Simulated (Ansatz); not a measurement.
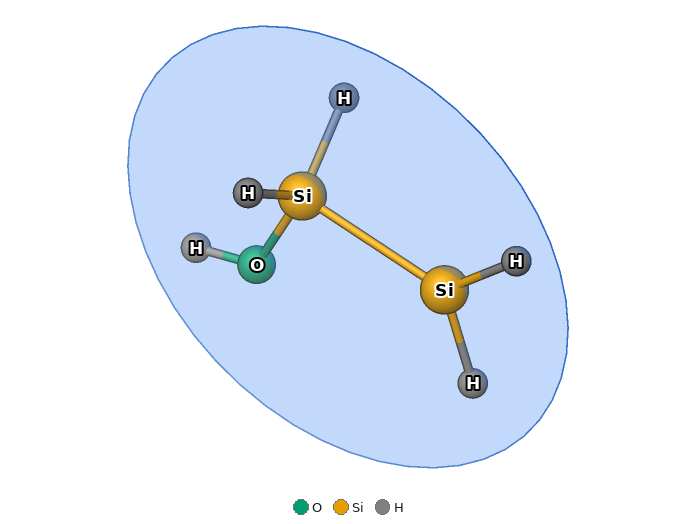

All proper rotation axes (lines) and mirror planes (discs) of the structure are drawn in. Atoms fade into the background with distance from the viewer. State: charge +1, singlet. The computed structure is the end point of a PBE-D4/def2-SVP optimisation. No frequency run is at hand to confirm it as a minimum.

Q: Name the symmetry elements and the point group.

A: It has 1 mirror plane. Point group Cs. The group has 2 operations. The geometry is achiral, and symmetry allows a dipole moment.
